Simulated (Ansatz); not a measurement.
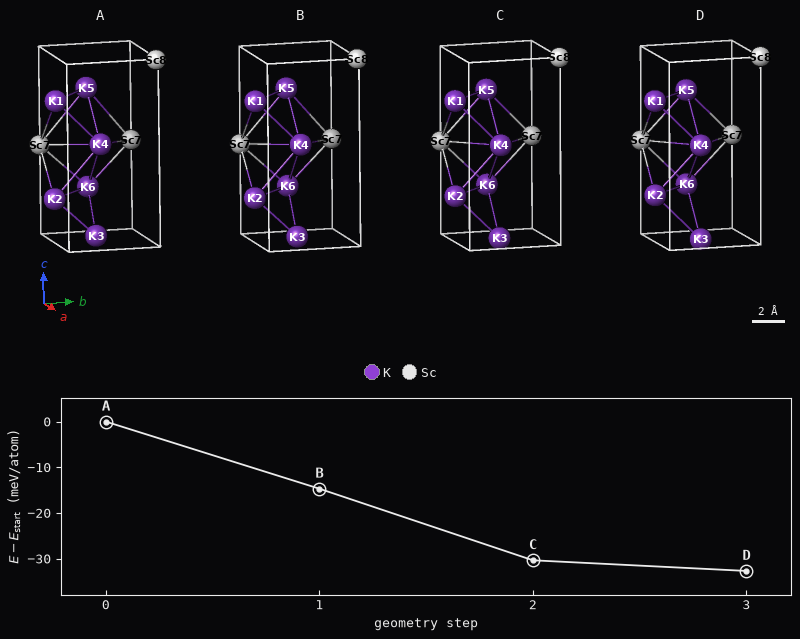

Frames of a relaxation of solid K3Sc (built on the Cu3Au (L1_2)_221 type) (coarse preliminary run), marked on the history of the run. A ball-and-stick model of the cell of the calculation, reduced to other axes, seen slightly off an axis. Lengths and directions refer to the drawn axes.

Method: DFT r2SCAN, scalar-relativistic, plane waves, PAW in Ansatz 0.2.0. Set-up: plane-wave cutoff 500 eV; k-point mesh 4 × 4 × 2; occupations gaussian; smearing width 0.1 eV; no spin polarisation; cell and atoms relaxed; force threshold 0.015 eV/Å; at most 120 steps.

**What happens along the run?**

The run was cut off at its time limit before the program reported convergence, but its last step already meets the force threshold: the largest component is 0.011 eV/Å against 0.015 eV/Å. The pressure is within 0.01 GPa of its target. Over 3 geometry steps the energy falls by 32.7 meV per atom. The largest force component goes from 0.29 to 0.011 eV/Å. The pressure goes from 0.17 to 0.01 GPa. K3 moves most relative to the cell: 0.42 Å along [0 2 −1]. Largest moves by element: K 0.42 Å, Sc 0.29 Å. Cell: a 5.935 → 5.966 Å (+0.5 %), b 6.074 → 6.054 Å (−0.3 %), c 12.036 → 12.086 Å (+0.4 %), α 90.5° → 90.0°, β 92.4° → 90.0°, γ 90.6° → 90.0°. Volume +0.7 %. Among the contacts that change: K2–K3 3.669 → 4.249 Å, K1–K3 4.767 → 4.286 Å, K4–K6 4.701 → 4.243 Å, K5–Sc7 4.675 → 4.288 Å. The space group stays P1 (No. 1). Cost: 6 min on 1 thread of Intel(R) Xeon(R) 6975P-C (Granite Rapids), on a shared host, peak memory 1.4 GiB. From step 0 to 1: K3 moves most (0.10 Å), volume +0.3 %, energy −14.7 meV per atom. From step 1 to 2: K3 moves most (0.20 Å), energy −15.7 meV per atom. From step 2 to 3: K3 moves most (0.12 Å), volume +0.4 %, energy −2.3 meV per atom.

| step | E − E(0), meV/atom | largest force component, eV/Å | pressure, GPa | volume, Å³/atom |
| --- | --- | --- | --- | --- |
| 0 | 0.00 | 0.2878 | 0.17 | 54.183 |
| 1 | -14.68 | 0.2157 | 0.10 | 54.324 |
| 2 | -30.34 | 0.0890 | 0.05 | 54.329 |
| 3 | -32.67 | 0.0111 | 0.01 | 54.564 |
